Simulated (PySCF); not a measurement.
# C4H7ClO2Si: what the fields show

```xyz
15

C     2.4165   -0.5492   -0.0085
O     1.3060   -0.0008   -0.6900
C     0.0869   -0.5492   -0.3162
C    -0.9839    0.0343   -1.1947
C    -1.8812    0.7658   -0.5460
Cl   -3.1894    1.5508   -1.3212
Si   -1.4499    0.7551    1.3003
O    -0.2078   -0.2756    1.0328
H     2.3269   -0.3935    1.0695
H     3.2912   -0.0271   -0.3891
H     2.5034   -1.6225   -0.2123
H     0.1236   -1.6525   -0.4083
H    -0.9252   -0.1450   -2.2545
H    -2.4227    0.0640    2.1332
H    -0.9988    2.0535    1.7833
```

Geometry: GFN2-xTB.

The calculation used wB97X-D/def2-SVPD, SCF density, gas phase in PySCF.

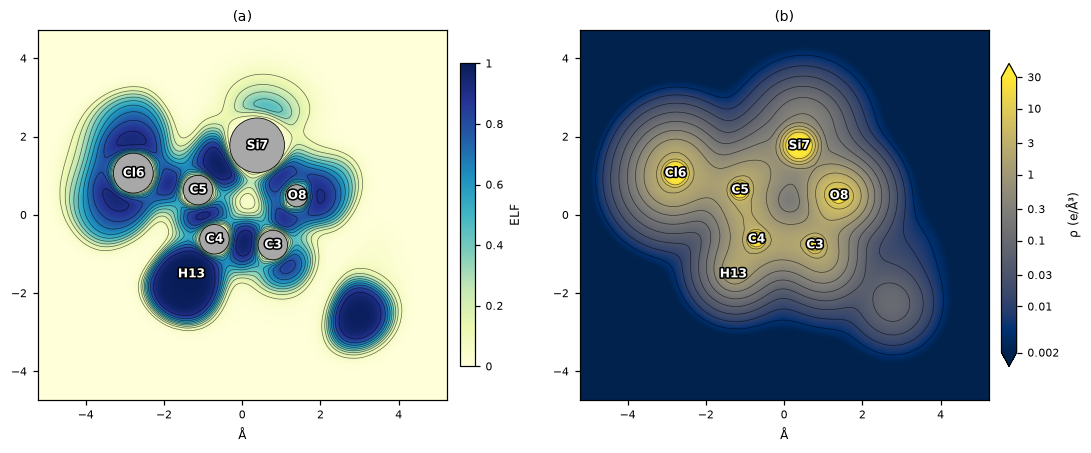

Figure 1. (a) electron localisation function; (b) total electron density on the plane of atoms C5, Si7 and O8. Grey discs cover the atomic cores in the ELF map.

### What do the fields say about this system?

Atoms in the plane: C, Cl, Si, O and H. C–C (1.33 Å): the density is about 2.3 e/Å³ at the midpoint; the ELF peaks at about 0.90 between the atoms (a short, multiple covalent bond). C–O (1.41 Å): ρ at the midpoint is about 2.1 e/Å³, with its minimum of 1.8 e/Å³ about 0.5 Å from C; the ELF peaks at about 0.90 between the atoms: a polar covalent bond. Si–O (1.64 Å): ρ at the midpoint is about 1.2 e/Å³; the ELF peaks at about 0.90 between the atoms (a polar covalent bond). C–Cl (1.71 Å): ρ at the midpoint is about 1.5 e/Å³; the ELF peaks at about 0.90 between the atoms; a shared electron pair. C–Si (1.90 Å): ρ at the midpoint is about 0.92 e/Å³; the ELF peaks at about 0.95 between the atoms (localised, covalent bonding). The ELF also peaks beside Cl6 and O8, away from the bonds: lone-pair regions.

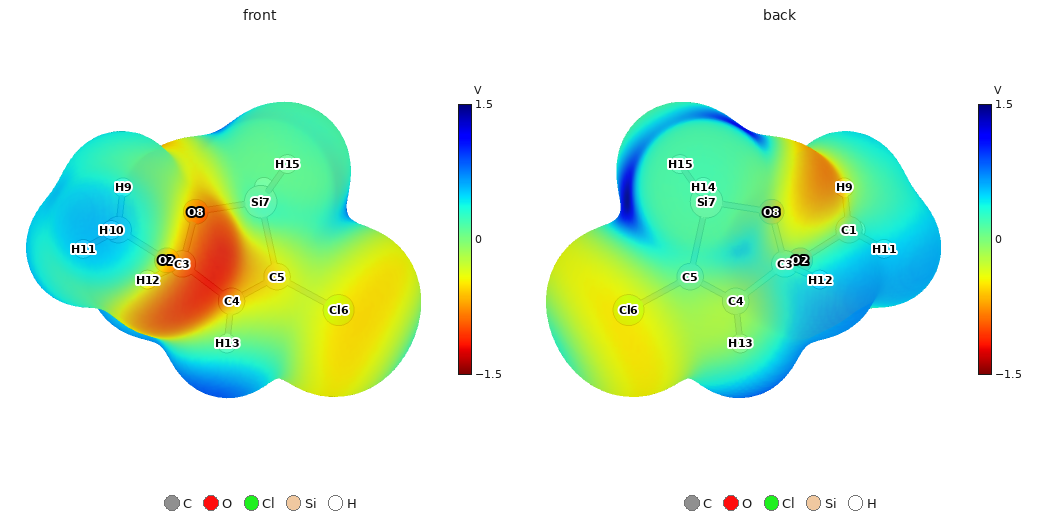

Figure 2. The molecular electrostatic potential painted on the density surface at 0.001 e/bohr³, seen from the front and from behind; red is negative and blue positive.

### Where is the surface potential most negative and most positive?

The most negative region (about −1.1 V) lies over O2, the most positive (about +1.2 V) over Si7. Cl6 shows a σ-hole: about +0.3 V at the tip opposite its bond, against about −0.4 V on its flanks. O2 is the likeliest acceptor of a hydrogen bond.

### What dipole moment does the calculation give?

Its dipole moment is 1.59 D.
